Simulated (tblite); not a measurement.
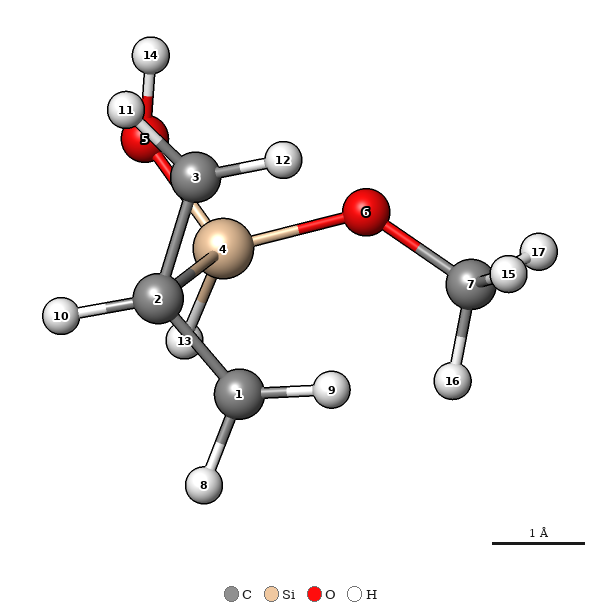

*The input geometry (ball-and-stick view, seen at a tilt; atoms are numbered from 1 in the order of the input).*

# Run report: C₄H₁₀O₂Si, relaxed scan

System: C₄H₁₀O₂Si, SMILES C=CC[Si@@H](O)OC.
Method: GFN2-xTB relaxed scan under a harmonic restraint, gas phase (tblite 0.8.0).

### Input file
```
{"job": {"xc": "GFN2-xTB", "basis": "xTB", "coordinate": [["d", [3, 2], 1], ["d", [3, 0], -1]], "kind": "drive"}, "charge": 0, "multiplicity": 1}
C     -0.876196    -1.404214     0.186941
C     -1.568054    -0.300742     0.698292
C     -0.967555     0.687213     1.489651
Si    -0.235392     0.604404    -0.659454
O     -0.580858     2.164806    -0.958293
O      1.341545     0.525338    -0.326467
C      2.204111    -0.573135    -0.299576
H     -1.409989    -2.129299    -0.401641
H     -0.039771    -1.796270     0.740892
H     -2.559466    -0.104188     0.309209
H     -1.582816     1.503236     1.832095
H     -0.166899     0.409950     2.156374
H     -0.558843     0.165660    -2.017771
H     -0.411854     2.860522    -0.327641
H      2.315007    -0.932757     0.726231
H      1.847999    -1.387384    -0.932263
H      3.176628    -0.240954    -0.664097
```

The first line tells a small driver script what to run in tblite; the rest is the geometry in Å.

Run as:
```bash
OMP_NUM_THREADS=1 python <driver script> task.json out
```

### What the program printed
```
point  coordinate     E/eV
  0      0.245     -640.03423
  1      0.426     -640.43315
  2      0.570     -640.75177
  3      0.708     -641.00548
  4      0.844     -641.20456
  5      0.981     -641.35141
  6      1.120     -641.44938
  7      1.261     -641.50314
```

### Key numbers

```json
{"quantity": "outcome", "value": "converged"}
{"quantity": "hardware", "value": "1 CPU thread, shared host"}
{"quantity": "wall time", "value": "2 s"}
{"quantity": "peak memory", "value": "0.2 GiB"}
```
